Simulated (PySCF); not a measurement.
**Kr²⁺: dipole response in x2c-TZVPPall plus 1 even-tempered diffuse shell per l**

How polarisable is Kr²⁺ at the levels listed below?

The numbers are computed with PySCF 2.14.0 (unrestricted determinants in a Gaussian basis, no spin-orbit coupling in the energies), except any that are marked as measured or tabulated.

## 1. The system

```
Element     : krypton (Z = 36)
Basis       : x2c-TZVPPall with one added diffuse shell each of s, p, d type (7s6p5d1f, 57 functions)
Hamiltonian : the spin-free X2C one-electron Hamiltonian (Gaussian nucleus)
State 1     : Kr²⁺: [Ar] 3d10 4s2 4p4, high-spin 3P determinant
Methods     : UHF, PBE, PBE0, revPBE
```

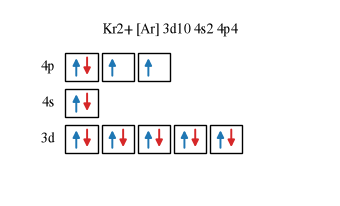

Outer shells as boxes.

The runs were made by one driver on top of PySCF. The scripts below sum up each run's settings (the driver also hands on starting orbitals that pick excited configurations, and frozen orbitals as a list rather than a count), and the logs come from the driver's own runs. The driver starts from symmetry-adapted Hartree-Fock orbitals, holds the occupation by maximum overlap and uses a logarithmic radial grid for functionals, so a plain start would take other cycles.

The integrals over 57 functions and the set-up took 0.69 s of CPU time.

## 2. Kr²⁺

Level: UHF.

Input file input.py:

```python
from pyscf import gto, scf, dft, mp, cc
import basis_set_exchange as bse
mol = gto.M(atom="Kr 0 0 0", charge=2, spin=2, symmetry="D2h",
            basis=gto.basis.parse(bse.get_basis("x2c-TZVPPall", elements=["Kr"], fmt="nwchem", augment_diffuse=1)),
            nucmod="G")
mf = scf.UHF(mol).sfx2c1e()
mf.irrep_nelec = {'Ag': (6, 6), 'B1g': (1, 1), 'B2g': (1, 1), 'B3g': (1, 1), 'B1u': (3, 2), 'B2u': (3, 3), 'B3u': (3, 2)}
mf.kernel()
```

Output:

```text
damping factor = 0
level_shift factor = 0
DIIS = <class 'pyscf.scf.diis.CDIIS'>
diis_start_cycle = 1
diis_space = 10
diis_damp = 0
SCF conv_tol = 1e-09
SCF conv_tol_grad = None
number electrons alpha = 18  beta = 16
cycle= 1 E= -2786.84537527279  delta_E= -0.00599  |g|= 0.0321  |ddm|= 0.0605
cycle= 2 E= -2786.84600274243  delta_E= -0.000627  |g|= 0.0112  |ddm|= 0.0199
cycle= 3 E= -2786.84609056802  delta_E= -8.78e-05  |g|= 0.000545  |ddm|= 0.011
cycle= 4 E= -2786.84609078621  delta_E= -2.18e-07  |g|= 0.000156  |ddm|= 0.000776
cycle= 5 E= -2786.84609079585  delta_E= -9.64e-09  |g|= 4.14e-05  |ddm|= 0.000161
cycle= 6 E= -2786.84609079695  delta_E= -1.1e-09  |g|= 4.87e-06  |ddm|= 7.61e-05
cycle= 7 E= -2786.84609079696  delta_E= -1.91e-11  |g|= 5.42e-07  |ddm|= 1.12e-05
converged SCF energy = -2786.84609079696  <S^2> = 2.0077109  2S+1 = 3.0051362
```

It used 3.1 s of CPU time after the integrals (shared host).

The occupied shells:

| shell | electrons | mean orbital energy (eV) | spread (eV) | rms radius (bohr) |
| --- | --- | --- | --- | --- |
| 1s α | 1 | -14430.6 | 0 | 0.0478 |
| 1s β | 1 | -14430.2 | 0 | 0.0478 |
| 2s α | 1 | -1986.3 | 0 | 0.199 |
| 2s β | 1 | -1986.1 | 0 | 0.199 |
| 2p α | 3 | -1754.2 | 0.299 | 0.177 |
| 2p β | 3 | -1753.8 | 0.126 | 0.177 |
| 3s α | 1 | -331.06 | 0 | 0.564 |
| 3s β | 1 | -330.43 | 0 | 0.564 |
| 3p α | 3 | -254.65 | 0.872 | 0.581 |
| 3p β | 3 | -253.81 | 0.143 | 0.581 |
| 3d α | 5 | -127.56 | 0.813 | 0.610 |
| 3d β | 5 | -127.13 | 0.425 | 0.610 |
| 4s α | 1 | -57.476 | 0 | 1.62 |
| 4s β | 1 | -50.655 | 0 | 1.62 |
| 4p α | 3 | -37.907 | 2.190 | 1.86 |
| 4p β | 1 | -35.147 | 0 | 1.86 |

⟨S²⟩ = 2.008, ⟨L²⟩ = 2.03.

The driver then solved the coupled dipole response at imaginary frequencies: mean α = 7.406 bohr³ (xx, yy, zz: 7.422, 7.372, 7.422), C₆ = 35.95 au for a like pair.

Level: PBE.

input.py differs from the last one in:

```diff
@@ -5,3 +5,3 @@
             nucmod="G")
-mf = scf.UHF(mol).sfx2c1e()
+mf = dft.UKS(mol, xc="PBE").sfx2c1e()
 mf.irrep_nelec = {'Ag': (6, 6), 'B1g': (1, 1), 'B2g': (1, 1), 'B3g': (1, 1), 'B1u': (3, 2), 'B2u': (3, 3), 'B3u': (3, 2)}
```

Output:

```text
damping factor = 0
level_shift factor = 0
DIIS = <class 'pyscf.scf.diis.CDIIS'>
diis_start_cycle = 1
diis_space = 10
diis_damp = 0
SCF conv_tol = 1e-09
SCF conv_tol_grad = None
number electrons alpha = 18  beta = 16
XC functionals = PBE
    J. P. Perdew, K. Burke, and M. Ernzerhof.,  Phys. Rev. Lett. 77, 3865 (1996)
    J. P. Perdew, K. Burke, and M. Ernzerhof.,  Phys. Rev. Lett. 78, 1396 (1997)
    J. P. Perdew, K. Burke, and M. Ernzerhof.,  Phys. Rev. Lett. 77, 3865 (1996)
    J. P. Perdew, K. Burke, and M. Ernzerhof.,  Phys. Rev. Lett. 78, 1396 (1997)
cycle= 1 E= -2788.24482960662  delta_E= -0.012  |g|= 0.115  |ddm|= 0.159
cycle= 2 E= -2788.24538817327  delta_E= -0.000559  |g|= 0.0824  |ddm|= 0.0637
cycle= 3 E= -2788.24602991717  delta_E= -0.000642  |g|= 0.00356  |ddm|= 0.0311
cycle= 4 E= -2788.24603274498  delta_E= -2.83e-06  |g|= 0.000189  |ddm|= 0.00349
cycle= 5 E= -2788.24603275862  delta_E= -1.36e-08  |g|= 1.87e-05  |ddm|= 0.000228
cycle= 6 E= -2788.24603275876  delta_E= -1.41e-10  |g|= 6.51e-07  |ddm|= 1.92e-05
converged SCF energy = -2788.24603275876  <S^2> = 2.0019996  2S+1 = 3.0013327
```

It used 7.8 s of CPU time after the integrals (shared host).

The driver then solved the coupled dipole response at imaginary frequencies: mean α = 7.476 bohr³ (xx, yy, zz: 7.419, 7.590, 7.419), C₆ = 36.29 au for a like pair.

Level: PBE0.

input.py differs from the last one in:

```diff
@@ -5,3 +5,3 @@
             nucmod="G")
-mf = dft.UKS(mol, xc="PBE").sfx2c1e()
+mf = dft.UKS(mol, xc="PBE0").sfx2c1e()
 mf.irrep_nelec = {'Ag': (6, 6), 'B1g': (1, 1), 'B2g': (1, 1), 'B3g': (1, 1), 'B1u': (3, 2), 'B2u': (3, 3), 'B3u': (3, 2)}
```

Output:

```text
damping factor = 0
level_shift factor = 0
DIIS = <class 'pyscf.scf.diis.CDIIS'>
diis_start_cycle = 1
diis_space = 10
diis_damp = 0
SCF conv_tol = 1e-09
SCF conv_tol_grad = None
number electrons alpha = 18  beta = 16
XC functionals = PBE0
    C. Adamo and V. Barone.,  J. Chem. Phys. 110, 6158 (1999)
    M. Ernzerhof and G. E. Scuseria.,  J. Chem. Phys. 110, 5029 (1999)
cycle= 1 E= -2788.31182203713  delta_E= -0.00855  |g|= 0.0679  |ddm|= 0.121
cycle= 2 E= -2788.31212070691  delta_E= -0.000299  |g|= 0.0414  |ddm|= 0.0388
cycle= 3 E= -2788.31228362172  delta_E= -0.000163  |g|= 0.00209  |ddm|= 0.0158
cycle= 4 E= -2788.31228475168  delta_E= -1.13e-06  |g|= 0.00034  |ddm|= 0.00177
cycle= 5 E= -2788.31228478263  delta_E= -3.1e-08  |g|= 7.36e-06  |ddm|= 0.0003
cycle= 6 E= -2788.31228478266  delta_E= -2.41e-11  |g|= 7.99e-07  |ddm|= 9.39e-06
converged SCF energy = -2788.31228478266  <S^2> = 2.0028399  2S+1 = 3.0018927
```

CPU time 12 s on a shared host, the integrals not counted.

The driver then solved the coupled dipole response at imaginary frequencies: mean α = 7.414 bohr³ (xx, yy, zz: 7.381, 7.479, 7.381), C₆ = 35.93 au for a like pair.

Level: revPBE.

input.py differs from the last one in:

```diff
@@ -5,3 +5,3 @@
             nucmod="G")
-mf = dft.UKS(mol, xc="PBE0").sfx2c1e()
+mf = dft.UKS(mol, xc="PBE_R,PBE").sfx2c1e()
 mf.irrep_nelec = {'Ag': (6, 6), 'B1g': (1, 1), 'B2g': (1, 1), 'B3g': (1, 1), 'B1u': (3, 2), 'B2u': (3, 3), 'B3u': (3, 2)}
```

Output:

```text
damping factor = 0
level_shift factor = 0
DIIS = <class 'pyscf.scf.diis.CDIIS'>
diis_start_cycle = 1
diis_space = 10
diis_damp = 0
SCF conv_tol = 1e-09
SCF conv_tol_grad = None
number electrons alpha = 18  beta = 16
XC functionals = PBE_R,PBE
    Y. Zhang and W. Yang.,  Phys. Rev. Lett. 80, 890 (1998)
    J. P. Perdew, K. Burke, and M. Ernzerhof.,  Phys. Rev. Lett. 77, 3865 (1996)
    J. P. Perdew, K. Burke, and M. Ernzerhof.,  Phys. Rev. Lett. 78, 1396 (1997)
cycle= 1 E= -2788.43478194905  delta_E= -0.0115  |g|= 0.109  |ddm|= 0.154
cycle= 2 E= -2788.43528712212  delta_E= -0.000505  |g|= 0.0777  |ddm|= 0.061
cycle= 3 E= -2788.43585983369  delta_E= -0.000573  |g|= 0.00329  |ddm|= 0.0294
cycle= 4 E= -2788.43586221782  delta_E= -2.38e-06  |g|= 0.00022  |ddm|= 0.00317
cycle= 5 E= -2788.43586223563  delta_E= -1.78e-08  |g|= 1.82e-05  |ddm|= 0.000255
cycle= 6 E= -2788.43586223576  delta_E= -1.32e-10  |g|= 6.1e-07  |ddm|= 1.92e-05
converged SCF energy = -2788.43586223576  <S^2> = 2.002327  2S+1 = 3.0015509
```

It used 7.8 s of CPU time after the integrals (shared host).

The driver then solved the coupled dipole response at imaginary frequencies: mean α = 7.492 bohr³ (xx, yy, zz: 7.440, 7.597, 7.440), C₆ = 36.42 au for a like pair.

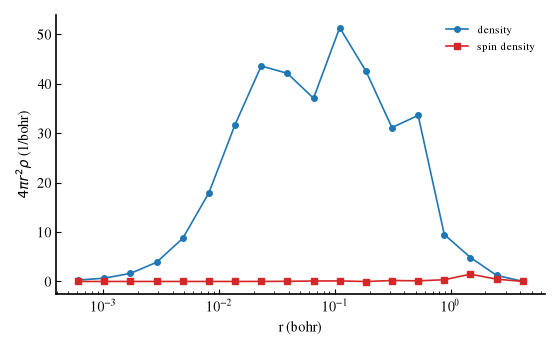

Radial density 4πr²ρ of Kr²⁺ at UHF, at 18 stored radii joined by straight lines.

## 3. The response side by side

Kr²⁺, in atomic units:

| method | mean α | C₆ (like pair) | S(−4) |
| --- | --- | --- | --- |
| UHF | 7.406 | 35.95 | 10.52 |
| PBE | 7.476 | 36.29 | 10.85 |
| PBE0 | 7.414 | 35.93 | 10.59 |
| revPBE | 7.492 | 36.42 | 10.90 |

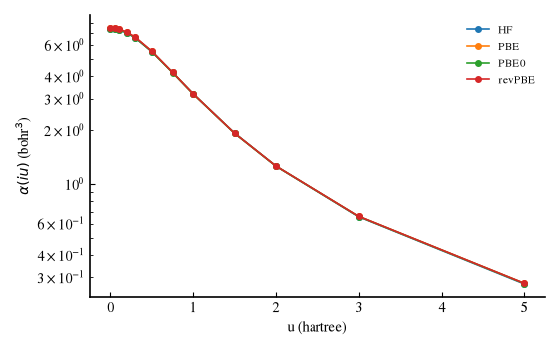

α(iu) of Kr²⁺, the polarisability at imaginary frequency, on a logarithmic scale.

## 4. Summary of results

```
 quantity                                value
α of Kr²⁺  7.406 (UHF) to 7.492 (revPBE) bohr³
```

A single London oscillator with the computed α and C₆ of Kr²⁺ at UHF would have ω = 4 C₆ / (3 α²) = 0.874 hartree. All values hold for this basis alone; no basis-set limit was taken.
